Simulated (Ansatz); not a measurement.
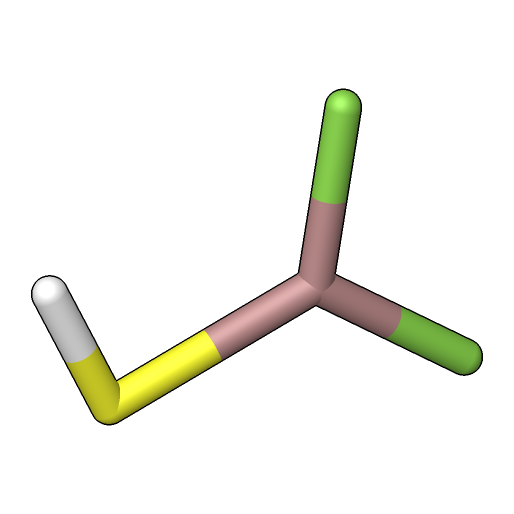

Rendered structure (stick style). Colours: fluorine green, gallium pink, sulfur yellow, hydrogen white.

Description:

The molecule is F₂GaHS. SMILES: `[F][Ga]([F])[SH]`. The point group is Cs. All atoms lie on one plane. Coordination: 1 Ga trigonal planar; 1 S bent.

More results for the same structure follow; atom numbers are the same in all pictures, views and colours differ. Computed geometry: PBE0-D4/def2-TZVP optimisation.

Shape

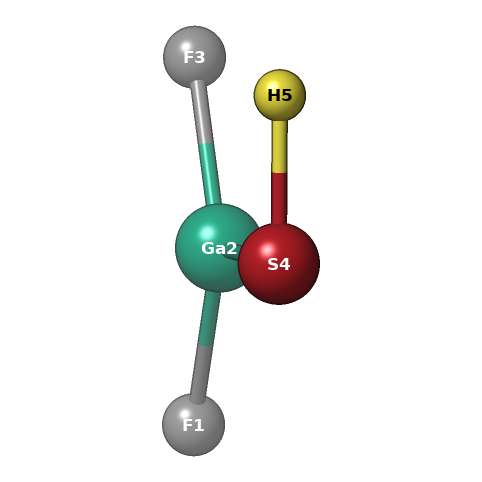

Ga2 lies behind S4. The molecule seen a little off the S4–Ga2 bond, S4 in front. Distant atoms are faded towards the background colour.

**What is the torsion angle H5–S4–Ga2–F1? The sign is positive where the front bond must turn clockwise to cover the back bond.**

180°, antiperiplanar (anti).

Vibrations

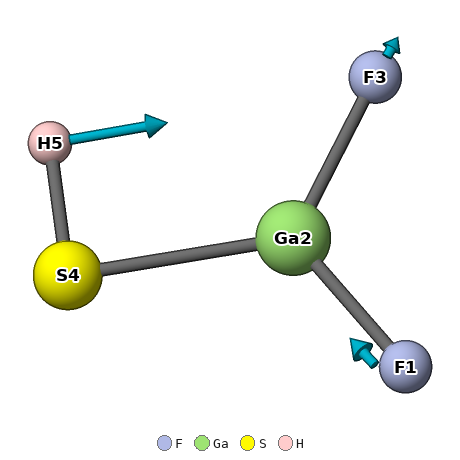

The arrows show one normal mode. Harmonic vibrations computed with RKS PBE0-D4/def2-TZVP (Ansatz 0.2.0) at a stationary point of the same level.

**At what wavenumber does it lie?**

718 cm⁻¹; it is mode 7 of 9 counted from the lowest.

Dipole moment

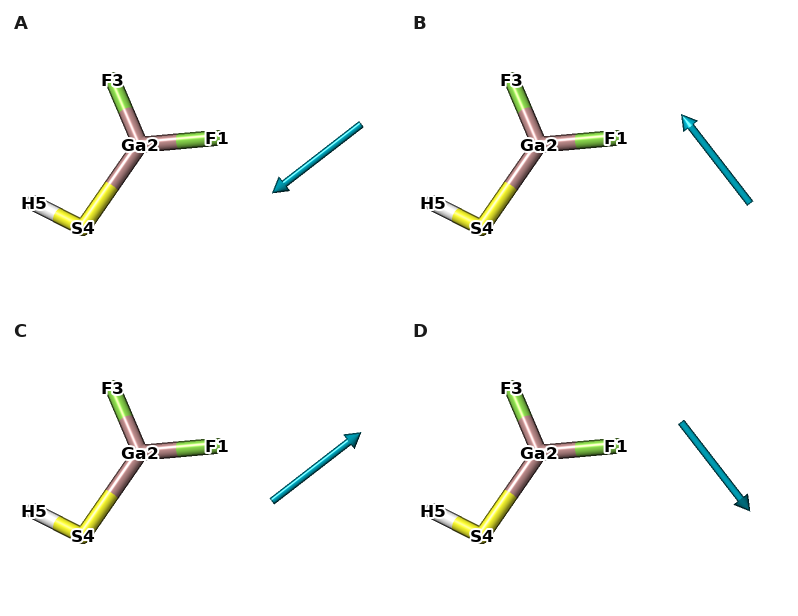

The same molecule four times, each with an arrow. Method: RKS r2SCAN-D4/def2-TZVPP (Ansatz 0.2.0).

**Which arrow points along the dipole moment, from the negative to the positive end?**

A. The dipole moment is 2.20 D; it points from the side of F1 to the side of H5 (the outermost atoms at the two ends).

Charges

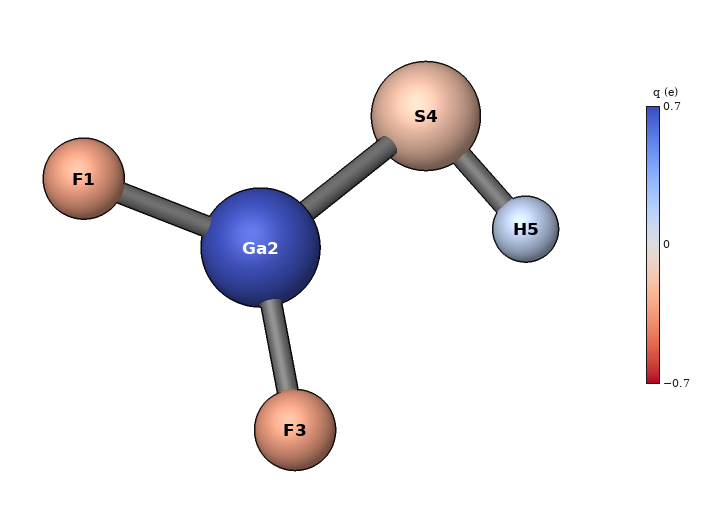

Atoms are coloured by their Mulliken charges. Level of theory: RKS PBE-D4/def2-TZVPP (Ansatz 0.2.0).

**Which atom carries the highest charge (most positive or least negative)?**

Ga2 (0.67 e).

**And the lowest?**

F1, F3 (−0.31 e).

List the Mulliken charges.

```tsv
atom	value (e)
F1	−0.31
Ga2	0.67
F3	−0.31
S4	−0.18
H5	0.14
```

Mulliken values depend strongly on the basis set and can even reverse the polarity of a bond.
